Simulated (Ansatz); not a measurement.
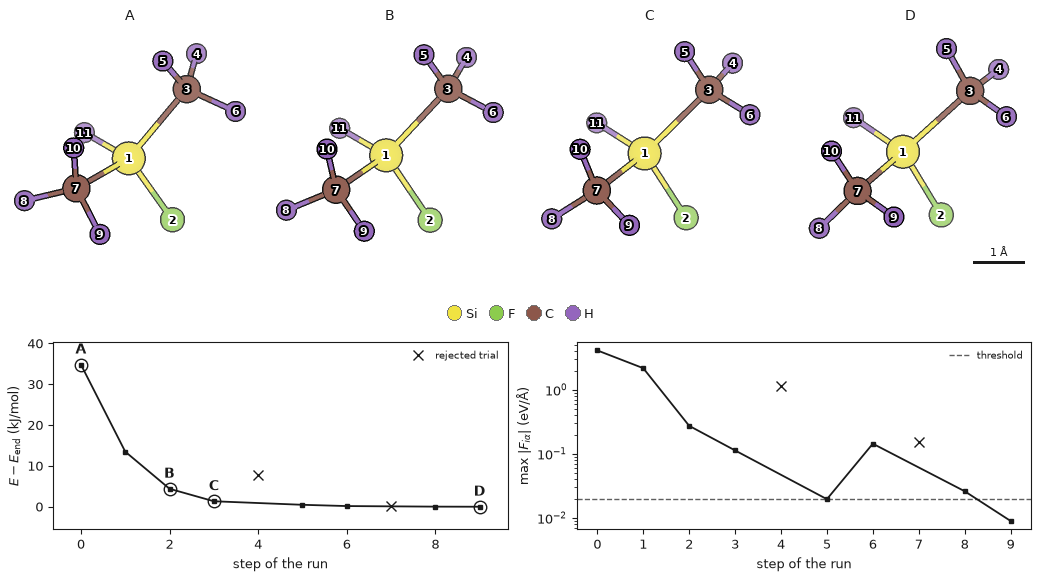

Frames of a relaxation of C₂H₇FSi, marked on the history of the run. The picture is a ball-and-stick view, seen from a free direction.

The run prepares the start of a later molecular dynamics calculation, from a guessed geometry.

The calculation used RKS LDA/6-31G (Ansatz). (no spin polarisation; force threshold 0.02 eV/Å; at most 40 steps)

Describe the path.

Answer. H8 moves most after the best rigid fit: 0.62 Å. Largest moves by element: H 0.62 Å, F 0.40 Å, Si 0.17 Å, C 0.08 Å. Among the contacts that change: Si1–F2 1.590 → 1.705 Å, Si1–H11 1.459 → 1.521 Å, Si1–C3 1.870 → 1.877 Å, C3–H4 1.110 → 1.104 Å. Among the angles between lasting bonds that change: F2–Si1–H11 109.5° → 106.3°, Si1–C7–H8 109.5° → 111.6°, Si1–C3–H4 109.5° → 111.6°. Groups turn about Si1–C7 by about 35°, Si1–C3 by about 30°. The energy falls by 34.8 kJ/mol in 7 accepted moves (9 points after the start). The largest force component goes from 4.1 to 0.009 eV/Å. The line search rejected the trial steps at points 4, 7 of the run. The forces were under the threshold at step 5, but the run went on from there. From step 0 to 2: H4 moves most (0.21 Å), energy −30.4 kJ/mol. From step 2 to 3: H8 moves most (0.20 Å), energy −3.06 kJ/mol. From step 3 to 9: H8 moves most (0.24 Å), energy −1.34 kJ/mol.

Limits of the set-up: the basis has no polarisation functions, which atoms past neon need.
